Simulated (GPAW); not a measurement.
Two runs for the O K edge of atom 2 in HfO2 (Fm-3m). Run A: GPAW, RPBE, full core hole (charged cell), 18-atom cell with 6.3 Å between holes, 4×5×5 k points, dipole transitions, Gaussian full width 0.9 eV up to 4 eV, rising linearly to 3.5 eV at 25 eV, without spin-orbit coupling. Run B differs in one choice.

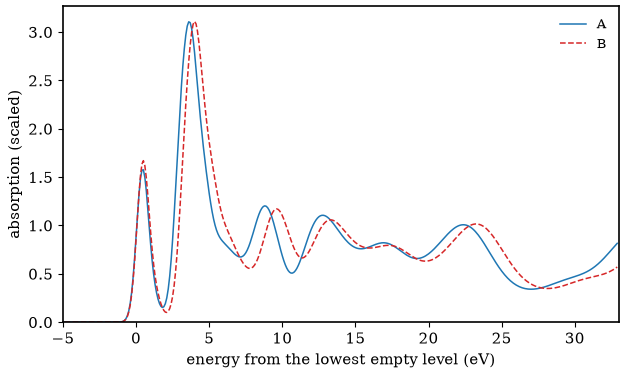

Energy from the lowest empty level; intensity scaled to a mean of 1 over the first 20 eV.

Q: What was changed?
a) the volume of the cell
b) the k mesh of the spectrum
c) the plane-wave cutoff
d) the k mesh of the field

(a): run B changes the volume scale from 1 to 0.94. Against the first run the r.m.s. difference is 25 %. The highest intensity below 16 eV goes from 3.6 eV (3.11) to 4.0 eV (3.11). Other settings could leave a like mark; this is the one that was changed.

[Hosts, paths, dates, database ids (printed as entryN), source tags and the programs' standing remarks are cut or masked in the printed files.]

[Lists of maxima count a maximum above −3 eV only where it reaches 4 % of the highest in the window and stands out from its surroundings by 2 % of it (1.5 % where it reaches 55 %); shoulders and weaker maxima are passed over, and of the rest the first, up to two pre-edge ones and the few strongest are named.]
